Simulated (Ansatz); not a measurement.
| atom | x (Å) | y (Å) | z (Å) |
| --- | --- | --- | --- |
| C | -0.1597 | 1.1348 | -1.5161 |
| C | 0.3579 | 0.8301 | -0.3597 |
| Si | 0.2299 | -0.8980 | 0.3360 |
| O | -0.6121 | -0.9214 | 1.7533 |
| H | -0.2598 | 1.9856 | -2.1776 |
| H | 0.8796 | 1.5973 | 0.2271 |
| H | 1.5750 | -1.4079 | 0.6936 |
| H | -0.4032 | -1.7534 | -0.7008 |
| H | -1.5191 | -0.6134 | 1.7270 |

Geometry: PBE0-D4/def2-TZVP.

Level of theory: UKS PBE0-D4/def2-TZVPP (Ansatz).

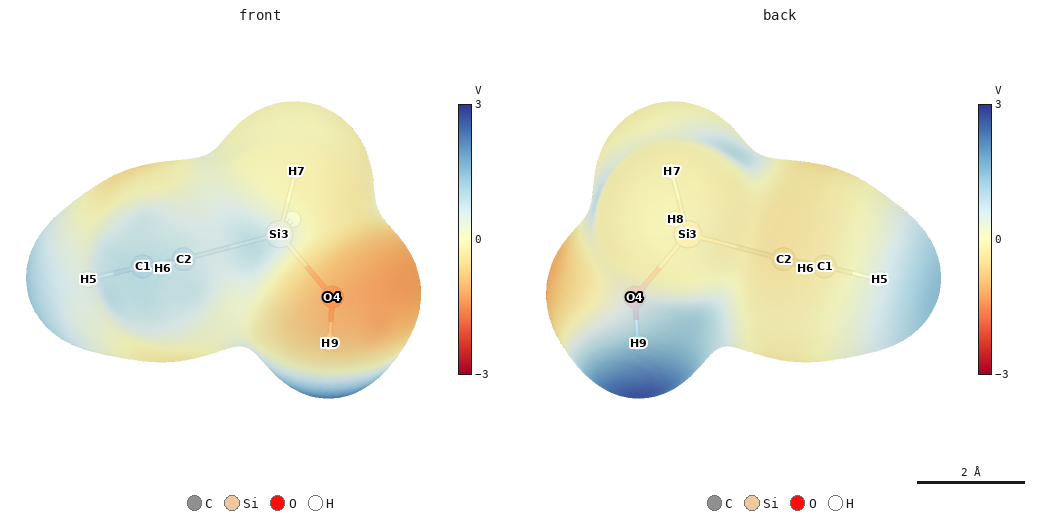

C2H5OSi (SMILES [CH]=C[SiH2]O) (doublet). The electrostatic potential painted on the density surface at 0.002 e/bohr³, seen from the front and from behind; red is negative and blue positive.

> Where is the surface potential most negative and most positive?

The most negative region (about −1.4 V) lies over O4, the most positive (about +2.6 V) over H9. O4 is the likeliest acceptor of a hydrogen bond.
